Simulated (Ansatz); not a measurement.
The reference is BN in the wurtzite structure (space group P6_3mc, No. 186; a = 2.555 Å, c = 4.225 Å).

Now apply this change: the cell is scaled by 0.9880 in all directions; the atoms relax in the strained cell.

Calculations: plane-wave PAW DFT at the PBE level (Ansatz, an electronic-structure program, 420 eV), no spin-orbit coupling.

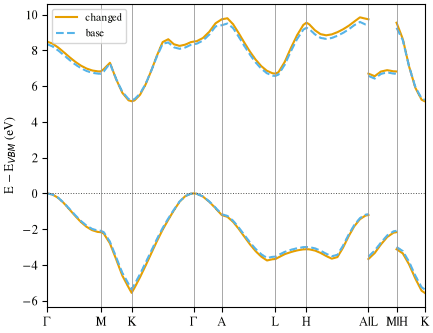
Highest valence and lowest conduction band along the path, each from its own valence-band maximum

Task: Read the changed gap and its character from the plot.

Result: About 5.2 eV, indirect, Γ → K.

Stability against distortions was not tested.
